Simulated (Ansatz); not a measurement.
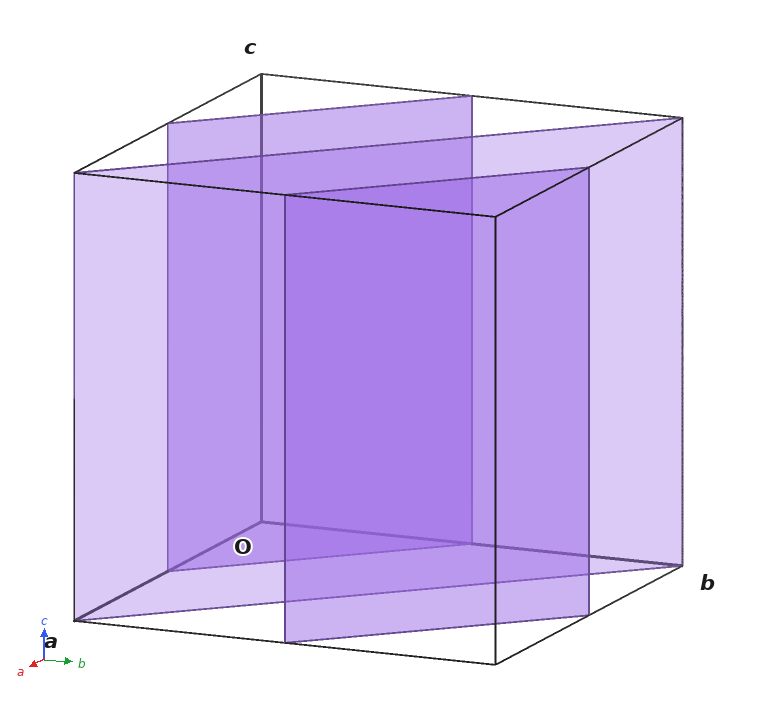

Every member of one family of equally spaced planes, hx + ky + lz = a whole number, that cuts the unit cell is shaded (one member passes through the origin O, touching the cell only at an edge or corner). Crystal: CrBr₃Cl, the end point of a relaxation with Ansatz, DFT PBE, scalar-relativistic, plane waves, PAW; the starting structure was generated, so it need not be a known form of this composition. Geometry calculated from the standardised cell; symmetry tolerance 0.002 Å.

a = 5.374 Å, b = 5.374 Å, c = 5.374 Å, α = 90.00°, β = 90.00°, γ = 90.00°.

### Index the planes.

(2 2 0); the opposite sign names the same planes. The member next to the origin meets the axes a at 1/2, b at 1/2, c never.

### What is the spacing?

d = 1.900 Å.
